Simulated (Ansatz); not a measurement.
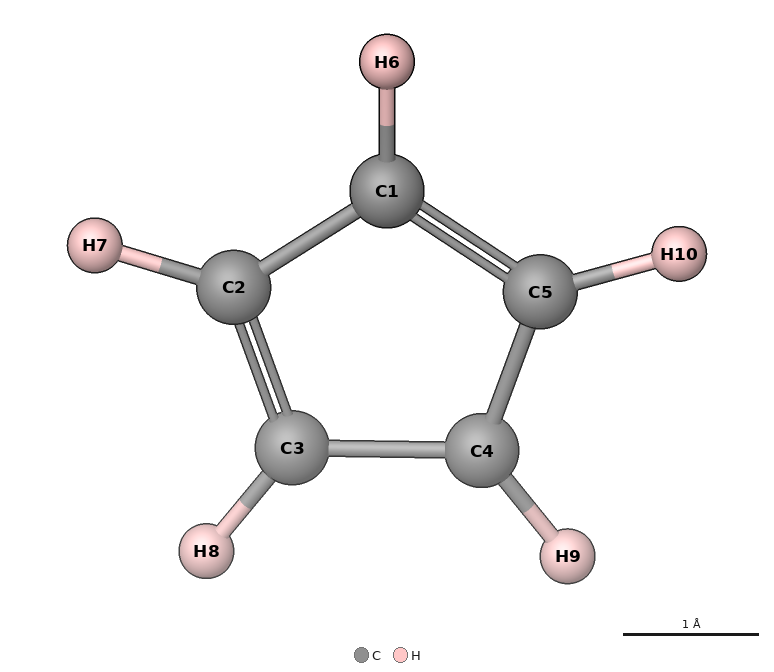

Figure made from data computed with Ansatz.

Orthographic view. Depth is shown by fading: the farther an atom, the more it takes the colour of the background. The species has charge −1 and is a spin singlet. Geometry: a fixed input geometry, not necessarily a minimum.

Write a MOL file (V2000) with the atoms in numerical order, bonds sorted by atom number with the orders drawn, and coordinates in the frame of the picture: x right, y up, z towards the viewer, origin at the mean position.

```
C5H5
                    3D

 10 10  0  0  0  0  0  0  0  0999 V2000
    0.0000    1.0700    0.5600 C   0  0  0  0  0  0  0  0  0  0  0  0
   -1.1400    0.3500    0.1400 C   0  0  0  0  0  0  0  0  0  0  0  0
   -0.7100   -0.8500   -0.4700 C   0  0  0  0  0  0  0  0  0  0  0  0
    0.7100   -0.8700   -0.4300 C   0  0  0  0  0  0  0  0  0  0  0  0
    1.1400    0.3100    0.2000 C   0  0  0  0  0  0  0  0  0  0  0  0
    0.0000    2.0300    1.0700 H   0  0  0  0  0  0  0  0  0  0  0  0
   -2.1800    0.6600    0.2700 H   0  0  0  0  0  0  0  0  0  0  0  0
   -1.3500   -1.6200   -0.9000 H   0  0  0  0  0  0  0  0  0  0  0  0
    1.3500   -1.6600   -0.8300 H   0  0  0  0  0  0  0  0  0  0  0  0
    2.1800    0.6000    0.3900 H   0  0  0  0  0  0  0  0  0  0  0  0
  1  2  1  0
  1  5  2  0
  1  6  1  0
  2  3  2  0
  2  7  1  0
  3  4  1  0
  3  8  1  0
  4  5  1  0
  4  9  1  0
  5 10  1  0
M  CHG  1   4  -1
M  END
```
